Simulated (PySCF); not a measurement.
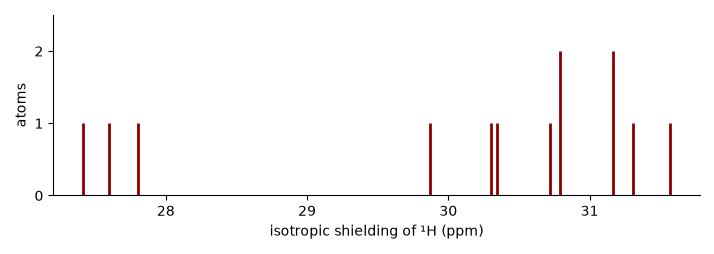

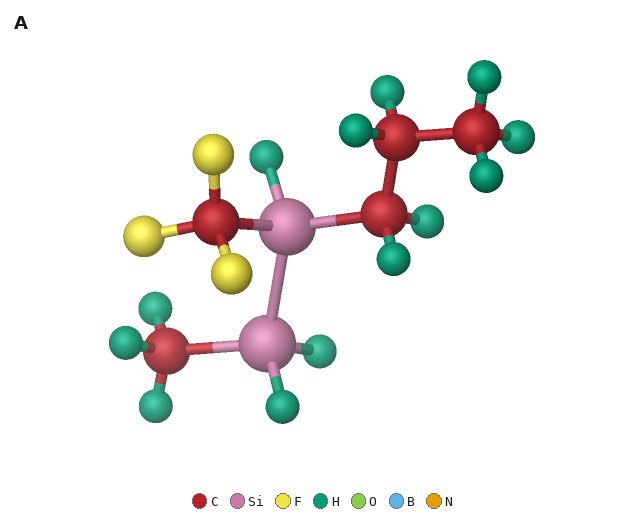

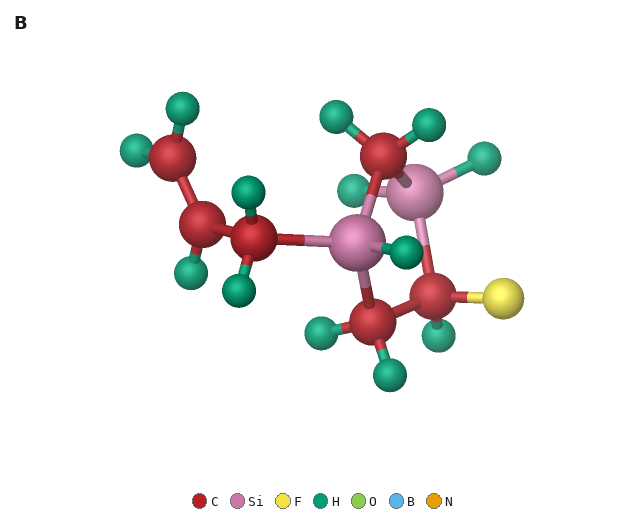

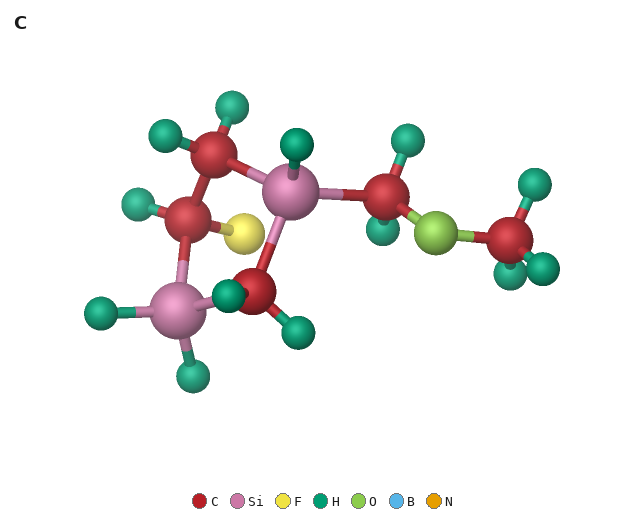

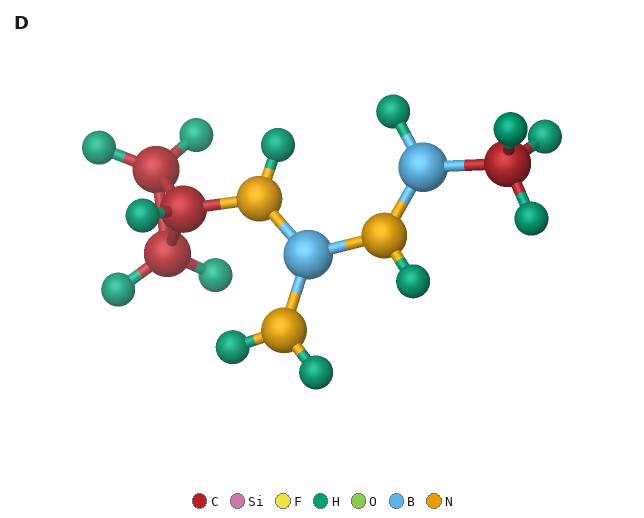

The sticks are computed shieldings of one of the molecules, for one fixed geometry (GFN2-xTB) without averaging over rotations. Low shielding means a high chemical shift. Method: GIAO PBE0/pcSseg-1 NMR shielding, non-relativistic, gas phase (PySCF 2.14.0).

Match the spectrum to a structure.

Answer. A, `CCC[Si@@H]([SiH2]C)C(F)(F)F`. Its 13 H atoms give lines at 27.41, 27.59, 27.81, 29.87, 30.30, 30.34, 30.72, 30.79 (2 atoms), 31.17 (2 atoms), 31.31, 31.57 ppm.

The geometry is semi-empirical. Around B, Si such bond lengths and angles can be off by a tenth of an ångström or more and by several degrees, and values that hang on the shape move with them.
